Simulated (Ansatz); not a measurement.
The starting structures come from a database of crystals and need not be the phases stable at ambient conditions.

 Where the default PAW files enter, the runs use the earlier of Ansatz's two default sets.

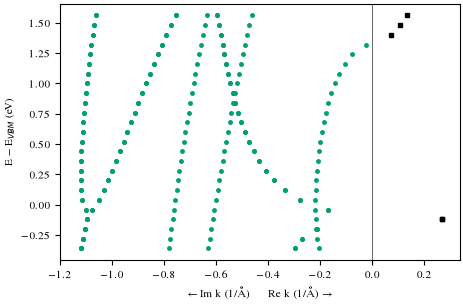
Figure: Complex bands at the centre of the two-dimensional zone; r2SCAN (Ansatz, a quantum-chemistry and plane-wave program)

No gap correction and no spin-orbit coupling; mid-gap values are interpolated between computed energies.

Task: This is K₄ZnP₂ (R-3m, not sure to be the ambient phase, 7 atoms a cell, 34.2 Å³ an atom) along the normal of (001). Read off the slowest decay at the centre of the two-dimensional zone at 0.68 eV, the computed energy nearest the middle of the gap.

Result: κ ≈ 0.19 1/Å, a decay length 1/(2κ) of the density of 2.7 Å.
